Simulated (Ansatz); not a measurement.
**Geometry relaxation, with input and output: C₂H₃F₂NSi (part 1 of 2)**

- system: C₂H₃F₂NSi, SMILES C=C=N[SiH](F)F
- method: RKS PBE0-D4/def2-TZVP (Ansatz 0.2.0)

The geometry: PBE-D4/def2-SVP start. Figures and captions count atoms from 1; the log counts them from 0 in places.

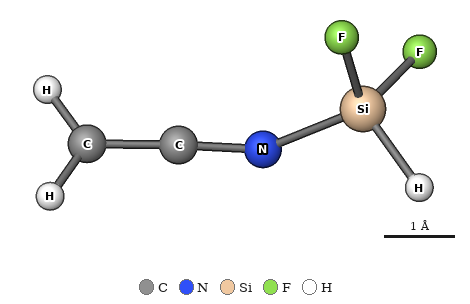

Figure 1. The starting structure (ball-and-stick view, seen at a tilt). Bond lengths as drawn: C–C 1.32 Å, C–H 1.10 Å, C–N 1.23 Å, F–Si 1.62 to 1.63 Å, H–Si 1.48 Å and N–Si 1.73 Å.

## Key numbers

| quantity | value |
| --- | --- |
| outcome | converged |
| total energy | −16918.7828 eV |
| mean-field energy | −16918.6242 eV |
| dispersion energy | −0.1586 eV |
| SCF solution under orbital rotations | stable |
| largest force (length of the vector) at the end | 0.003 eV/Å |
| dipole moment | 1.53 D |
| hardware | 4 threads of Arm Neoverse V1, 23 GiB of memory available, shared host |
| wall time | 43 s (CPU time 2.6 min) |
| peak memory | 0.54 GiB |

## Input
```yaml
crystal:
  periodic: [false, false, false]
  atoms:
    - {symbol: C, position_ang: [-1.336716, -1.221013, 1.349984]}
    - {symbol: C, position_ang: [-0.583230, -0.752183, 0.369251]}
    - {symbol: N, position_ang: [0.104819, -0.377386, -0.575630]}
    - {symbol: Si, position_ang: [1.111252, 0.946700, -1.046838]}
    - {symbol: F, position_ang: [1.115152, 2.144498, 0.051793]}
    - {symbol: F, position_ang: [0.482590, 1.558424, -2.409355]}
    - {symbol: H, position_ang: [-2.404953, -0.965035, 1.398162]}
    - {symbol: H, position_ang: [-0.897332, -1.857052, 2.131648]}
    - {symbol: H, position_ang: [2.496918, 0.476748, -1.286115]}
basis:
  gaussian: {orbitals: def2-TZVP}
hamiltonian: {xc: pbe0, dispersion: d4}
relax: {f_tol: 0.005, max_steps: 150}
```

Run as:
```bash
ansatz run in.yaml --threads 4 --pin off --events-out ev --progress --plain --max-ram 10444MiB
```

## What the program printed
```
Functional definition: PBE0
  name "PBE0"
  cite "Adamo & Barone, J. Chem. Phys. 110, 6158 (1999) doi:10.1063/1.478522"
  cite "Perdew, Burke & Ernzerhof, Phys. Rev. Lett. 77, 3865 (1996) doi:10.1103/PhysRevLett.77.3865"
  parent pbe
  parameter a = 0.25
  parameter kappa = 0.804
  parameter beta = 0.06672455060314922
  exchange = (1 - a)*pbe_x(kappa = kappa, mu = beta*pi^2/3) + a*exact_x
  correlation = pbe_c(beta = beta)
1227 factors; their error is unknown
mean field evaluation 1: about -16910.7839 eV, gradient 6.6e1 eV
mean field evaluation 2: about -16906.7528 eV, gradient 8.2e1 eV
mean field evaluation 4: about -16918.4160 eV, gradient 3.3e0 eV
mean field evaluation 8: about -16918.5061 eV, gradient 3.4e-1 eV
mean field evaluation 16: about -16918.5062 eV, gradient 4.3e-5 eV
mean field -16918.50621107 eV, -621.7436354814 hartree, gradient 4.3e-5 eV, S^2 0.000000; 0 other end points of the search recorded, 0 dependent functions left out
the calculation of the forces begins
reference -16918.50624099 eV, -621.7436365811 hartree; 27, 27 occupied and 183, 183 virtual orbitals, 1227 factors
relax step   1: F+E_penalty+E_count = -16918.66298476 eV  Δ(F+E_penalty+E_count) = +0.000e0 eV  max|allowed force component| = 1.231e0 eV/Å  Δτ_max = 0.0000 Å  (29 SCF iters, accepted)
these checks for a lower state are left out or cut short: starts, cluster_reference, orbital_swaps, neighbouring_geometries, increment
1227 factors; their error is unknown
mean field -16918.59795221 eV, -621.7470069062 hartree, gradient 1.6e-5 eV, S^2 0.000000; 0 other end points of the search recorded, 0 dependent functions left out
the calculation of the forces begins
reference -16918.59798203 eV, -621.7470080020 hartree; 27, 27 occupied and 183, 183 virtual orbitals, 1227 factors
relax step   2: F+E_penalty+E_count = -16918.75577019 eV  Δ(F+E_penalty+E_count) = -9.279e-2 eV  max|allowed force component| = 7.234e-1 eV/Å  Δτ_max = 0.0586 Å  (33 SCF iters, accepted)
these checks for a lower state are left out or cut short: starts, cluster_reference, orbital_swaps, neighbouring_geometries, increment
1227 factors; their error is unknown
mean field -16918.58383349 eV, -621.7464880527 hartree, gradient 1.7e-5 eV, S^2 0.000000; 0 other end points of the search recorded, 0 dependent functions left out
the calculation of the forces begins
reference -16918.58386318 eV, -621.7464891439 hartree; 27, 27 occupied and 183, 183 virtual orbitals, 1227 factors
relax step   3: F+E_penalty+E_count = -16918.74242799 eV  Δ(F+E_penalty+E_count) = +1.334e-2 eV  max|allowed force component| = 6.954e-1 eV/Å  Δτ_max = 0.1567 Å  (33 SCF iters, rejected (line search))
these checks for a lower state are left out or cut short: starts, cluster_reference, orbital_swaps, neighbouring_geometries, increment
1227 factors; their error is unknown
mean field evaluation 32: about -16918.5231 eV, gradient 3.8e0 eV
mean field -16918.61920159 eV, -621.7477878064 hartree, gradient 1.0e-5 eV, S^2 0.000000; 0 other end points of the search recorded, 0 dependent functions left out
the calculation of the forces begins
reference -16918.61923146 eV, -621.7477889040 hartree; 27, 27 occupied and 183, 183 virtual orbitals, 1227 factors
relax step   4: F+E_penalty+E_count = -16918.77814506 eV  Δ(F+E_penalty+E_count) = -2.237e-2 eV  max|allowed force component| = 2.074e-1 eV/Å  Δτ_max = 0.0783 Å  (33 SCF iters, accepted)
these checks for a lower state are left out or cut short: starts, cluster_reference, orbital_swaps, neighbouring_geometries, increment
1227 factors; their error is unknown
mean field -16918.61807181 eV, -621.7477462879 hartree, gradient 1.7e-5 eV, S^2 0.000000; 0 other end points of the search recorded, 0 dependent functions left out
the calculation of the forces begins
reference -16918.61810166 eV, -621.7477473848 hartree; 27, 27 occupied and 183, 183 virtual orbitals, 1227 factors
relax step   5: F+E_penalty+E_count = -16918.77692483 eV  Δ(F+E_penalty+E_count) = +1.220e-3 eV  max|allowed force component| = 2.970e-1 eV/Å  Δτ_max = 0.0763 Å  (34 SCF iters, rejected (line search))
these checks for a lower state are left out or cut short: starts, cluster_reference, orbital_swaps, neighbouring_geometries, increment
1227 factors; their error is unknown
mean field -16918.62398833 eV, -621.7479637158 hartree, gradient 9.6e-6 eV, S^2 0.000000; 0 other end points of the search recorded, 0 dependent functions left out
the calculation of the forces begins
reference -16918.62401819 eV, -621.7479648134 hartree; 27, 27 occupied and 183, 183 virtual orbitals, 1227 factors
relax step   6: F+E_penalty+E_count = -16918.78255085 eV  Δ(F+E_penalty+E_count) = -4.406e-3 eV  max|allowed force component| = 1.960e-2 eV/Å  Δτ_max = 0.0372 Å  (34 SCF iters, accepted)
these checks for a lower state are left out or cut short: starts, cluster_reference, orbital_swaps, neighbouring_geometries, increment
1227 factors; their error is unknown
mean field -16918.62345999 eV, -621.7479442996 hartree, gradient 1.2e-5 eV, S^2 0.000000; 0 other end points of the search recorded, 0 dependent functions left out
the calculation of the forces begins
reference -16918.62348987 eV, -621.7479453977 hartree; 27, 27 occupied and 183, 183 virtual orbitals, 1227 factors
relax step   7: F+E_penalty+E_count = -16918.78207711 eV  Δ(F+E_penalty+E_count) = +4.737e-4 eV  max|allowed force component| = 4.794e-2 eV/Å  Δτ_max = 0.0500 Å  (33 SCF iters, rejected (line search))
these checks for a lower state are left out or cut short: starts, cluster_reference, orbital_swaps, neighbouring_geometries, increment
1227 factors; their error is unknown
mean field evaluation 64: about -16918.6238 eV, gradient 4.1e-3 eV
mean field -16918.62383737 eV, -621.7479581683 hartree, gradient 8.9e-6 eV, S^2 0.000000; 0 other end points of the search recorded, 0 dependent functions left out
the calculation of the forces begins
reference -16918.62386726 eV, -621.7479592668 hartree; 27, 27 occupied and 183, 183 virtual orbitals, 1227 factors
relax step   8: F+E_penalty+E_count = -16918.78244111 eV  Δ(F+E_penalty+E_count) = +1.097e-4 eV  max|allowed force component| = 4.610e-2 eV/Å  Δτ_max = 0.0215 Å  (35 SCF iters, rejected (line search))
these checks for a lower state are left out or cut short: starts, cluster_reference, orbital_swaps, neighbouring_geometries, increment
1227 factors; their error is unknown
mean field -16918.62414253 eV, -621.7479693825 hartree, gradient 8.7e-6 eV, S^2 0.000000; 0 other end points of the search recorded, 0 dependent functions left out
the calculation of the forces begins
reference -16918.62417240 eV, -621.7479704804 hartree; 27, 27 occupied and 183, 183 virtual orbitals, 1227 factors
relax step   9: F+E_penalty+E_count = -16918.78272794 eV  Δ(F+E_penalty+E_count) = -1.771e-4 eV  max|allowed force component| = 7.435e-3 eV/Å  Δτ_max = 0.0106 Å  (35 SCF iters, accepted)
these checks for a lower state are left out or cut short: starts, cluster_reference, orbital_swaps, neighbouring_geometries, increment
1227 factors; their error is unknown
mean field -16918.62415321 eV, -621.7479697753 hartree, gradient 8.7e-6 eV, S^2 0.000000; 0 other end points of the search recorded, 0 dependent functions left out
the calculation of the forces begins
reference -16918.62418310 eV, -621.7479708737 hartree; 27, 27 occupied and 183, 183 virtual orbitals, 1227 factors
relax step  10: F+E_penalty+E_count = -16918.78275420 eV  Δ(F+E_penalty+E_count) = -2.627e-5 eV  max|allowed force component| = 2.421e-2 eV/Å  Δτ_max = 0.0080 Å  (35 SCF iters, accepted)
these checks for a lower state are left out or cut short: starts, cluster_reference, orbital_swaps, neighbouring_geometries, increment
1227 factors; their error is unknown
mean field -16918.62418429 eV, -621.7479709172 hartree, gradient 8.7e-6 eV, S^2 0.000000; 0 other end points of the search recorded, 0 dependent functions left out
the calculation of the forces begins
reference -16918.62421418 eV, -621.7479720156 hartree; 27, 27 occupied and 183, 183 virtual orbitals, 1227 factors
relax step  11: F+E_penalty+E_count = -16918.78276822 eV  Δ(F+E_penalty+E_count) = -1.402e-5 eV  max|allowed force component| = 2.485e-2 eV/Å  Δτ_max = 0.0048 Å  (36 SCF iters, accepted)
these checks for a lower state are left out or cut short: starts, cluster_reference, orbital_swaps, neighbouring_geometries, increment
1227 factors; their error is unknown
mean field -16918.62417758 eV, -621.7479706708 hartree, gradient 8.7e-6 eV, S^2 0.000000; 0 other end points of the search recorded, 0 dependent functions left out
the calculation of the forces begins
reference -16918.62420747 eV, -621.7479717691 hartree; 27, 27 occupied and 183, 183 virtual orbitals, 1227 factors
relax step  12: F+E_penalty+E_count = -16918.78278113 eV  Δ(F+E_penalty+E_count) = -1.291e-5 eV  max|allowed force component| = 2.523e-3 eV/Å  Δτ_max = 0.0020 Å  (35 SCF iters, accepted)
1227 factors; their error is unknown
mean field evaluation 96: about -16918.5610 eV, gradient 1.2e-4 eV
```

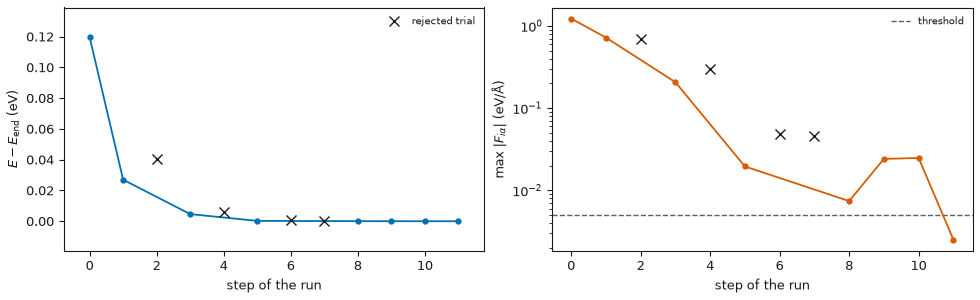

Figure 2. Progress of the relaxation, step by step (the first geometry is step 0 here and step 1 in the log).

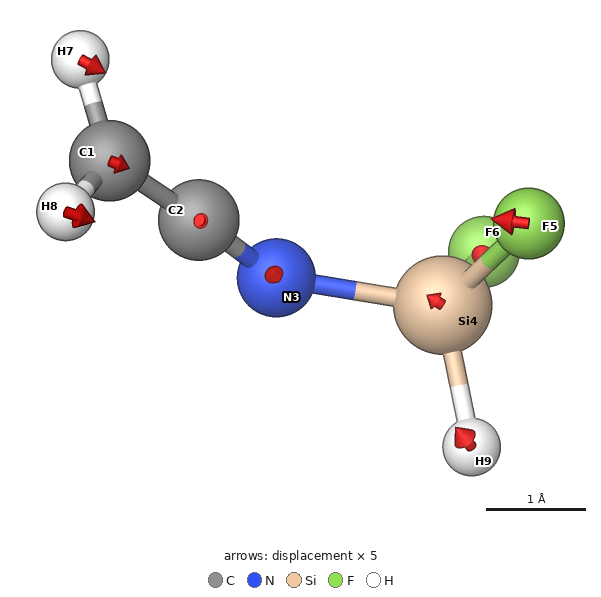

Figure 3. The starting structure with the displacements as red arrows, magnified 5 times (ball-and-stick view, seen at a tilt). The two geometries are laid on each other by the best rigid fit. The atom that moves furthest after the best rigid fit is F5 (0.080 Å). By element the largest moves are F 0.080 Å, H 0.070 Å, C 0.046 Å, N 0.041 Å, Si 0.041 Å. Among the contacts that change: Si4–F5 1.625 → 1.583 Å, Si4–F6 1.620 → 1.578 Å, N3–Si4 1.729 → 1.703 Å, C1–H7 1.100 → 1.081 Å. The energy falls by 0.120 eV in 11 geometry steps. Largest force component: 1.2 eV/Å at the start, 0.0025 eV/Å at the end. The line search rejected the trial steps at points 2, 4, 6, 7 (counted from 0) and went back. (Atoms are counted from 1 in the order of the input.)
